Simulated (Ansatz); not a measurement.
# HSE06/cc-pVDZ run of GeH4O2 (SMILES [OH][GeH2][OH])

What is the electronic atomisation energy of GeH4O2 at HSE06/cc-pVDZ? 

Program for the calculation: Ansatz 0.2.0.

53 further runs of the same task are left out: 53 set aside as unsound or not needed.

### Step 1. The system as given

GeH4O2 has 7 atoms, charge 0, and is taken as a singlet. As SMILES, `[OH][GeH2][OH]`. Geometry: relaxed at PBE0-D4/def2-TZVP. This is one conformer, not always the lowest.

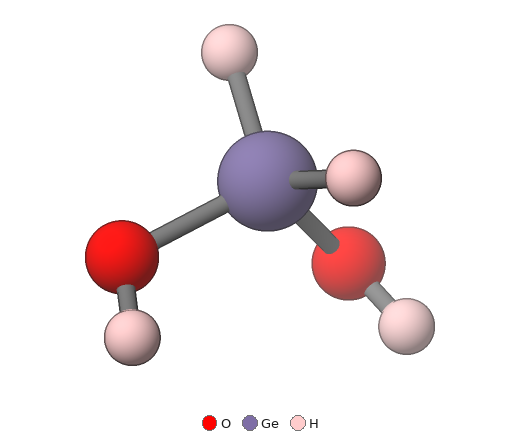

Viewed from a chosen angle; oxygen red, germanium purple, hydrogen pink.

### Step 2. A single-point energy at HSE06/cc-pVDZ

The input, job.yaml:

```yaml
crystal:
  periodic: [false, false, false]
  atoms:
    - {symbol: O, position_ang: [-1.491300, -0.416000, -0.173900]}
    - {symbol: Ge, position_ang: [0.023500, 0.377000, 0.305300]}
    - {symbol: O, position_ang: [1.347400, -0.798900, 0.400600]}
    - {symbol: H, position_ang: [-1.634900, -0.418700, -1.122100]}
    - {symbol: H, position_ang: [0.363400, 1.460500, -0.739100]}
    - {symbol: H, position_ang: [-0.172500, 0.863100, 1.737300]}
    - {symbol: H, position_ang: [1.625600, -1.135200, -0.453800]}
basis:
  gaussian: {orbitals: cc-pVDZ}
hamiltonian: {xc: {name: HSE06}}
accuracy: high
output: {orbitals: {seedname: orbitals}}
```

Run with:

```
$ ansatz run job.yaml --threads 1 --pin off --max-ram 3480MiB --events-out events.jsonl --progress --plain --runs-dir runs
```

Output:

```text
Warning: RAYON_NUM_THREADS=1 ignored (pool sized by the plan → 1); use --threads N
Functional definition: HSE06
  name "HSE06"
  parameter a = 0.25
  parameter omega = 0.11/bohr
  exchange = pbe_x - a*pbe_x_sr(omega) + a*exact_x_sr(omega)
  correlation = pbe_c
1673 factors; integrals over basis functions are off by at most 4.6e-9 eV
84 factors; integrals over basis functions are off by at most 2.0e-9 eV
mean field evaluation 1: about -60658.6640 eV, gradient 6.4e1 eV
mean field evaluation 2: about -60641.5228 eV, gradient 1.1e2 eV
mean field evaluation 4: about -60665.7508 eV, gradient 1.2e0 eV
mean field evaluation 8: about -60665.8836 eV, gradient 2.9e-1 eV
mean field evaluation 16: about -60665.8837 eV, gradient 2.7e-6 eV
mean field -60665.88374036 eV, -2229.4301066454 hartree, gradient 2.3e-8 eV, S^2 0.000000; 0 other end points of the search recorded, 0 dependent functions left out
reference -60665.88374354 eV, -2229.4301067620 hartree; 26, 26 occupied and 49, 49 virtual orbitals, 1673 factors
Total energy: -60665.88374354 eV, -2229.4301067620 hartree
```

Run time: 6 s. Hardware: 1 thread of Arm Neoverse V2, shared host; peak memory 0.24 GiB.

### Step 3. The Ge atom, same level

The input, job.yaml:

```yaml
crystal:
  periodic: [false, false, false]
  atoms:
    - {symbol: Ge, position_ang: [0.000000, 0.000000, 0.000000]}
basis:
  gaussian:
    orbitals: cc-pVDZ
magnetization:
  spin_polarized: true
  initial_magnetization: 2
hamiltonian:
  xc: hse06
accuracy: high
```

Run the same way, it converges to -2076.62844 Eh (log not shown).

### Step 4. The H atom

The input, job.yaml:

```yaml
crystal:
  periodic: [false, false, false]
  atoms:
    - {symbol: H, position_ang: [0.000000, 0.000000, 0.000000]}
basis:
  gaussian: {orbitals: cc-pVDZ}
magnetization: {spin_polarized: true, initial_magnetization: 1}
hamiltonian: {xc: {name: HSE06}}
accuracy: high
```

Run the same way, it converges to -0.50000 Eh (log not shown).

### Step 5. The O atom

The input, in.yaml:

```yaml
crystal:
  periodic: [false, false, false]
  atoms:
    - {symbol: O, position_ang: [0.000000, 0.000000, 0.000000]}
basis:
  gaussian: {orbitals: cc-pVDZ}
magnetization: {spin_polarized: true, initial_magnetization: 2}
hamiltonian: {xc: hse06}
accuracy: high
```

Run the same way, it converges to -74.98977 Eh (log not shown).

### Step 6. Results

At HSE06/cc-pVDZ:

| quantity | value |
| --- | --- |
| molecule: total energy | -2229.43011 Eh |
| molecule: HOMO energy | -8.00 eV |
| molecule: LUMO energy | 0.49 eV |
| molecule: HOMO–LUMO gap | 8.49 eV |
| Ge atom: total energy | -2076.62844 Eh |
| Ge atom: ⟨S²⟩ | 2.003 |
| H atom: total energy | -0.50000 Eh |
| H atom: ⟨S²⟩ | 0.750 |
| O atom: total energy | -74.98977 Eh |
| O atom: ⟨S²⟩ | 2.002 |
| electronic atomisation energy | 22.371 eV |

What this shows: Taking the molecule apart into free atoms costs 22.37 eV (2158 kJ/mol), before zero-point energy and without spin-orbit coupling.
